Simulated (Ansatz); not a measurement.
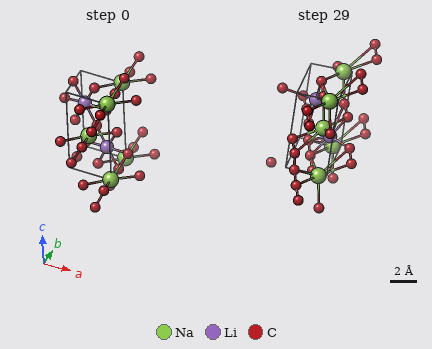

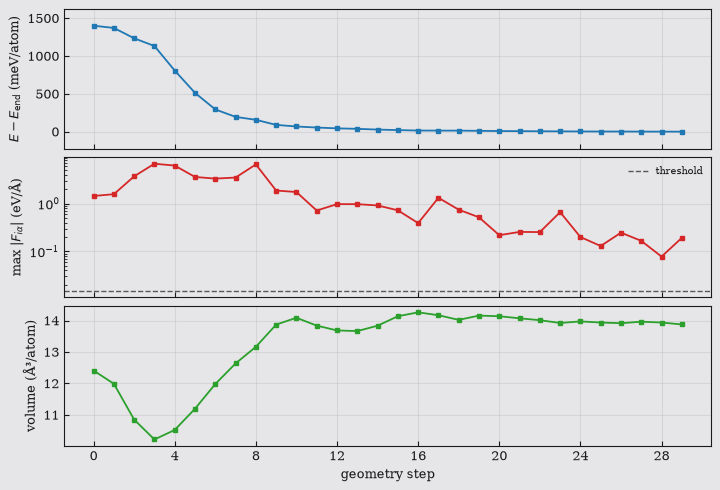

First and last geometry of a relaxation of crystalline NaLiC3 (a generated structure, set up in P1) (coarse preliminary run), with the history of the run. A ball-and-stick model of the cell of the calculation, seen slightly off an axis.

Theory: DFT PBE, scalar-relativistic, plane waves, PAW (Ansatz 0.2.0).

The input:
```yaml
crystal:
  lattice:
    - [-1.9438055308, 3.3612539768, -0.0175880833]
    - [1.878633219, -1.1325847249, -4.7550168272]
    - [-5.7975332319, -3.3416914094, -0.0773740903]
  atoms:
    - { symbol: Na, position: [0.4937837764, 0.0197006046, 0.49923514] }
    - { symbol: Na, position: [-0.0188619795, 1.0062763825, 1.0023263317] }
    - { symbol: Li, position: [0.2556008228, 0.4970990638, 0.7611630201] }
    - { symbol: Li, position: [0.7460317531, 0.4778753338, 0.2586874611] }
    - { symbol: C, position: [0.5056920524, 0.4925690891, -0.0016681266] }
    - { symbol: C, position: [0.0033186998, 0.4904147394, 0.4935188958] }
    - { symbol: C, position: [0.7647082831, 0.5071199816, 0.7420753415] }
    - { symbol: C, position: [0.2450782795, 0.4893567644, 0.2503574475] }
    - { symbol: C, position: [-0.0035914404, 0.5016429167, 1.0015127429] }
    - { symbol: C, position: [0.5082397528, 0.5179451242, 0.492791746] }
basis:
  ecutwfc: 420
kpoints:
  mp_grid: { grid: [6, 6, 4] }
hamiltonian:
  xc: pbe
scf:
  occupations: { method: gaussian, width: 0.1 }
output:
  forces: true
  stress: true
  eigenvalues: true
relax:
  adjacent_minimum: "off"
  f_tol: 0.015
  max_steps: 120
  cell: { stress_tol: 0.15 }
```

Launched with:
```bash
ansatz run input.yaml --threads 1 --pin off --max-ram 2048MiB --backend cpu --events-out ev --progress --plain --runs-dir out
```

What do the curves and the structures tell?

Answer. The run was cut off at its time limit before the relaxation converged, so the last structure is only a point on the way. C9 moves most relative to the cell: 1.82 Å roughly along [−3 −2 −1]. Largest moves by element: C 1.82 Å, Na 1.19 Å, Li 0.54 Å. Cell: a 3.883 → 4.076 Å (+5.0 %), b 5.237 → 6.037 Å (+15.3 %), c 6.692 → 6.638 Å (−0.8 %), α 101.1° → 95.4°, β 89.9° → 74.5°, γ 111.3° → 118.1°. Volume +11.8 %. Among the contacts that change: C5–C9 1.995 → 3.646 Å, C8–C9 1.950 → 3.575 Å, Na1–C10 2.598 → 4.209 Å, C5–C7 1.987 → 3.495 Å. New bonds form: C5–C8 (1.97 → 1.40 Å), C5–C9 (1.89 → 1.26 Å), C6–C10 (1.91 → 1.41 Å), C6–C7 (1.91 → 1.26 Å). Bonds break: Li3–C7 (1.93 → 3.17 Å), Li4–C9 (1.98 → 2.97 Å), Na1–C7 (2.59 → 3.96 Å), Na2–C9 (2.66 → 3.89 Å). Bond angles that change, for instance: Li3–C10–Li4 169.5° → 86.7°, Na2–C5–Li4 90.1° → 143.9°, C5–Li4–C10 117.7° → 69.6°. The space group stays P1 (No. 1). Over 29 geometry steps the energy falls by 1401 meV per atom. Largest force component: 1.4 eV/Å at the start, 0.19 eV/Å at the end. Pressure: −3.87 GPa at the start and −0.04 GPa at the end.
